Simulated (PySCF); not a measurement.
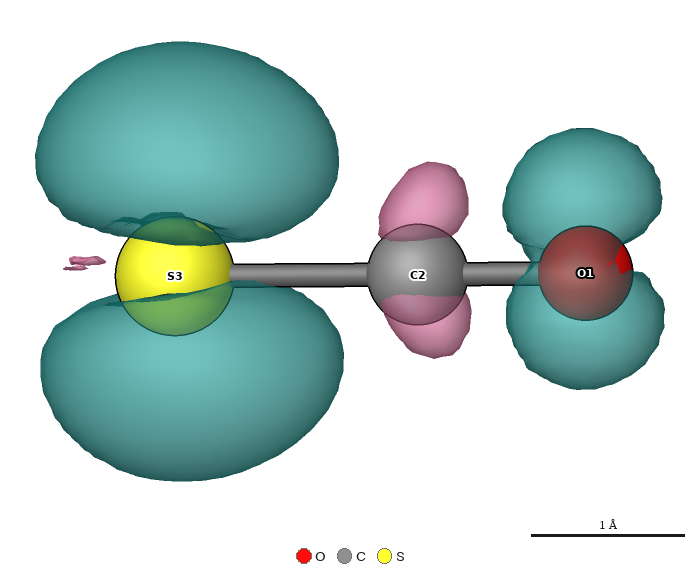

Figure 1: COS (charge +1, doublet). Isosurfaces of the spin density at +0.04 (teal) and −0.04 e/Å³ (pink), seen from one side.

Geometry: PBE0-D3(BJ)/def2-SVP.

All numbers below come from UKS B3LYP, IGLO-III on C O S, non-relativistic, mean-field spin-orbit, GIAO in PySCF 2.14.0, density-fitted response routines.

**Describe the spin distribution.**

The unpaired spin (1 electron) lies mostly on S3 (about 0.8) and O1 (about 0.2), in electrons by Hirshfeld's partition.
